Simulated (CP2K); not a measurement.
# CH5SeSn (SMILES [CH3][SnH][SeH]): PM6

What is the energy difference between two shapes of CH5SeSn at PM6? 

The results are computed with CP2K 2026.2.

1 further run of the same task is left out (set aside as unsound or not needed).

### 1 Starting point

The species is CH5SeSn (8 atoms), meant as a doublet with charge 0. SMILES: `[CH3][SnH][SeH]`. The shape comes from GFN2-xTB, which is rough for such elements, and wasn't checked as a minimum. This is one conformer, not always the lowest.

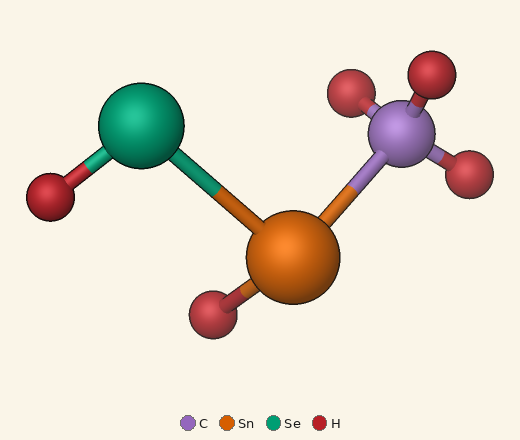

The structure, seen from a chosen angle (carbon purple, tin orange, selenium teal, hydrogen red).

### 2 Energy and gradient at PM6

qs.inp reads:

```
&FORCE_EVAL
  METHOD Quickstep
  &DFT
    MULTIPLICITY 2
    UKS T
    &QS
      METHOD PM6
      EPS_DEFAULT 1.0E-10
      &SE
        &COULOMB
          CUTOFF [angstrom] 50
          RC_RANGE [angstrom] 0
        &END COULOMB
        &EXCHANGE
          CUTOFF [angstrom] 50
          RC_RANGE [angstrom] 0
        &END EXCHANGE
      &END SE
    &END QS
    &POISSON
      PERIODIC NONE
      POISSON_SOLVER ANALYTIC
    &END POISSON
    &SCF
      SCF_GUESS ATOMIC
      EPS_SCF 1.0E-07
      MAX_SCF 80
      ADDED_MOS 2
      &DIAGONALIZATION
        ALGORITHM STANDARD
      &END DIAGONALIZATION
      &MIXING
        METHOD DIRECT_P_MIXING
        ALPHA 0.4
      &END MIXING
    &END SCF
    &PRINT
      &MOMENTS
        PERIODIC F
        REFERENCE COM
        MAX_MOMENT 1
      &END MOMENTS
      &MO ON
        ENERGIES T
        OCCUPATION_NUMBERS T
        NDIGITS 6
        &EACH
          QS_SCF 0
        &END EACH
        ADD_LAST NUMERIC
      &END MO
      &HIRSHFELD OFF
      &END HIRSHFELD
    &END PRINT
  &END DFT
  &SUBSYS
    &CELL
      ABC 19 20.8 19.2
      PERIODIC NONE
    &END CELL
    &COORD
      UNIT bohr
      C     -1.5858015     2.2811262    -0.2220239
      Sn     2.2151748     0.2901297    -0.3964645
      Se     1.3370568    -3.2952666     2.8458709
      H     -1.9014991     2.9996946     1.6720864
      H     -3.0054582     0.8805746    -0.6891453
      H     -1.6425877     3.8197601    -1.5717986
      H      1.9343237    -1.7058180    -3.1693164
      H      2.6488102    -5.2702005     1.5307726
    &END COORD
    &TOPOLOGY
      &CENTER_COORDINATES
      &END CENTER_COORDINATES
    &END TOPOLOGY
  &END SUBSYS
  &PRINT
    &FORCES ON
    &END FORCES
  &END PRINT
&END FORCE_EVAL

&GLOBAL
  PROJECT_NAME qs
  RUN_TYPE ENERGY_FORCE
  PRINT_LEVEL MEDIUM
&END GLOBAL
```

Run with:

```bash
$ OMP_NUM_THREADS=1 cp2k.psmp -i qs.inp > qs.out 2>&1
```

Log:

```text
CP2K| version string:                                       CP2K version 2026.2
[...]
 GLOBAL| Method name                                                        CP2K
[...]
 GLOBAL| Run type                                                   ENERGY_FORCE
[...]
                             - Atoms:                                          8
[...]
                             - Spherical basis functions:                     17
[...]
 Number of electrons:                                                         10
[...]
     1 P_Mix/Diag. 0.40E+00    0.0     0.46401563       -10.8653340512 -1.09E+01
[...]
    26 DIIS/Diag.  0.87E-07    0.0     0.00000008       -14.8814938179 -1.28E-13
  *** SCF run converged in    26 steps ***
  Core-core repulsion energy [eV]:                            703.86767758616520
  Core Hamiltonian energy [eV]:                              -608.09480674954693
  Two-electron integral energy [eV]:                        -1001.43782295162532
  Electronic energy [eV]:                                   -1108.81371822535971
  Total energy [eV]:                                         -404.94604063919445
  Atomic reference energy [eV]:                               406.24298183836413
  Heat of formation [kcal/mol]:                                29.90817692823269
[...]
 SE_DIPOLE| Moment [Debye]         -0.78763800      -0.61314111       2.11907731
 SE_DIPOLE| Derivative [a.u.]       0.00000000       0.00000000       0.00000000
 ENERGY| Total FORCE_EVAL ( QS ) energy [hartree]            -14.881493817949551
 FORCES| Atomic forces [hartree/bohr]
 FORCES|   Atom     x               y               z               |f|
 FORCES|      1  1.82355369E-02 -3.03339579E-03  7.87788597E-04   1.85028891E-02
 FORCES|      2 -3.87212464E-02 -2.61231343E-02 -2.10779479E-02   5.12448335E-02
 FORCES|      3 -4.70255700E-03  1.70265166E-02  1.18968690E-02   2.12967557E-02
 FORCES|      4  2.04721355E-03 -1.27576010E-03 -2.09380214E-03   3.19415945E-03
 FORCES|      5  3.02018288E-03 -7.16367903E-04  1.51448405E-04   3.10767183E-03
 FORCES|      6  2.58525451E-03 -2.16845563E-03  1.26824791E-03   3.60474597E-03
 FORCES|      7  9.04246476E-03  2.33036640E-02  1.94350733E-02   3.16630542E-02
 FORCES|      8  8.49315079E-03 -7.01306687E-03 -1.03676772E-02   1.51263164E-02
 FORCES| Sum     1.52655666E-16 -8.32667268E-17  6.24500451E-17
 FORCES| Total atomic force                                       1.84762302E-16
[...]
```

It took 0.3 s on 1 thread of Arm Neoverse V1, shared host.

### 3 The distorted shape at the same level

run.inp reads:

```
&global
  project run
  run_type ENERGY_FORCE
  print_level MEDIUM
&end global

&force_eval
  method QUICKSTEP
  &dft
    charge 0
    multiplicity 2
    unrestricted_kohn_sham T
    &qs
      method PM6
      eps_default 1.0E-10
      &se
        &coulomb
          cutoff [angstrom] 50
          rc_range [angstrom] 0
        &end coulomb
        &exchange
          cutoff [angstrom] 50
          rc_range [angstrom] 0
        &end exchange
      &end se
    &end qs
    &poisson
      periodic NONE
      poisson_solver ANALYTIC
    &end poisson
    &scf
      scf_guess ATOMIC
      eps_scf 1.0E-07
      max_scf 80
      added_mos 2
      &diagonalization
        algorithm STANDARD
      &end diagonalization
      &mixing
        method DIRECT_P_MIXING
        alpha 0.4
      &end mixing
    &end scf
    &print
      &moments
        periodic F
        reference COM
        max_moment 1
      &end moments
      &mo ON
        energies T
        occupation_numbers T
        ndigits 6
        &each
          qs_scf 0
        &end each
        add_last NUMERIC
      &end mo
      &hirshfeld OFF
      &end hirshfeld
    &end print
  &end dft
  &subsys
    &cell
      abc [angstrom] 19 20.8 19.2
      periodic NONE
    &end cell
    &coord
      UNIT bohr
      C     -1.6031529     2.2401210    -0.2595973
      Sn     2.2333823     0.3318661    -0.3798104
      Se     1.3790106    -3.2741565     2.8508049
      H     -1.9050783     3.0249489     1.6344317
      H     -3.0063710     0.8815742    -0.7296818
      H     -1.6319070     3.8314670    -1.5454823
      H      1.9179076    -1.7296266    -3.1330941
      H      2.6992772    -5.2549202     1.5717457
    &end coord
    &topology
      &center_coordinates
      &end center_coordinates
    &end topology
  &end subsys
  &print
    &forces ON
    &end forces
  &end print
&end force_eval
```

Run with:

```bash
$ OMP_NUM_THREADS=1 cp2k.psmp run.inp > run.out
```

Log:

```text
CP2K| version string:                                       CP2K version 2026.2
[...]
 GLOBAL| Method name                                                        CP2K
[...]
 GLOBAL| Run type                                                   ENERGY_FORCE
[...]
                             - Atoms:                                          8
[...]
                             - Spherical basis functions:                     17
[...]
 Number of electrons:                                                         10
[...]
     1 P_Mix/Diag. 0.40E+00    0.0     0.46458454       -10.8609512222 -1.09E+01
[...]
    26 DIIS/Diag.  0.87E-07    0.0     0.00000007       -14.8785802566 -1.14E-13
  *** SCF run converged in    26 steps ***
  Core-core repulsion energy [eV]:                            704.35170271827235
  Core Hamiltonian energy [eV]:                              -608.18719870323230
  Two-electron integral energy [eV]:                        -1002.06252523345950
  Electronic energy [eV]:                                   -1109.21846131996199
  Total energy [eV]:                                         -404.86675860168975
  Atomic reference energy [eV]:                               406.24298183836413
  Heat of formation [kcal/mol]:                                31.73646429117437
[...]
 SE_DIPOLE| Moment [Debye]         -0.85290148      -0.73576470       2.02746638
 SE_DIPOLE| Derivative [a.u.]       0.00000000       0.00000000       0.00000000
 ENERGY| Total FORCE_EVAL ( QS ) energy [hartree]            -14.878580256554724
 FORCES| Atomic forces [hartree/bohr]
 FORCES|   Atom     x               y               z               |f|
 FORCES|      1  2.52193651E-02  1.10712994E-02  1.02342482E-02   2.93824757E-02
 FORCES|      2 -3.95650662E-02 -3.13789015E-02 -2.42537450E-02   5.60203005E-02
 FORCES|      3 -6.49949138E-03  1.90572525E-02  1.42508836E-02   2.46679943E-02
 FORCES|      4  1.24977974E-03 -6.00594062E-03 -4.69531806E-03   7.72523681E-03
 FORCES|      5 -2.63127883E-03 -7.01563008E-03 -1.74469036E-03   7.69328527E-03
 FORCES|      6  1.89268262E-03 -3.06505934E-03 -2.44809398E-03   4.35545639E-03
 FORCES|      7  1.02986800E-02  2.55618484E-02  2.06482612E-02   3.44357604E-02
 FORCES|      8  1.00353290E-02 -8.22486882E-03 -1.19915456E-02   1.76678652E-02
 FORCES| Sum    -1.38777878E-16 -1.94289029E-16  1.11022302E-16
 FORCES| Total atomic force                                       2.63312510E-16
[...]
```

Run time: 0.3 s. Hardware: 1 thread of Arm Neoverse V1, shared host.

### 4 What came out

Level: PM6.

| quantity | value |
| --- | --- |
| first shape: total energy | -14.88149 Eh |
| first shape: dipole moment | 2.34 D |
| first shape: HOMO energy (highest over α and β) | -8.02 eV |
| first shape: LUMO energy (lowest over α and β) | -2.38 eV |
| first shape: heat of formation at this unrelaxed shape | 29.9 kcal/mol |
| first shape: largest force on an atom | 2.635 eV/Å |
| distorted shape: total energy | -14.87858 Eh |
| distorted shape: dipole moment | 2.32 D |
| distorted shape: HOMO energy (highest over α and β) | -8.06 eV |
| distorted shape: LUMO energy (lowest over α and β) | -2.44 eV |
| distorted shape: heat of formation at this unrelaxed shape | 31.7 kcal/mol |
| distorted shape: largest force on an atom | 2.881 eV/Å |
| energy change with the atoms displaced | 0.079 eV |

**Reading.** With the atoms displaced the energy rises by 0.08 eV (1.8 kcal/mol). The first shape isn't relaxed at this level, so the change isn't measured from a minimum. The largest force (first shape) is 2.64 eV/Å: the shape isn't a stationary point for this species at this level.
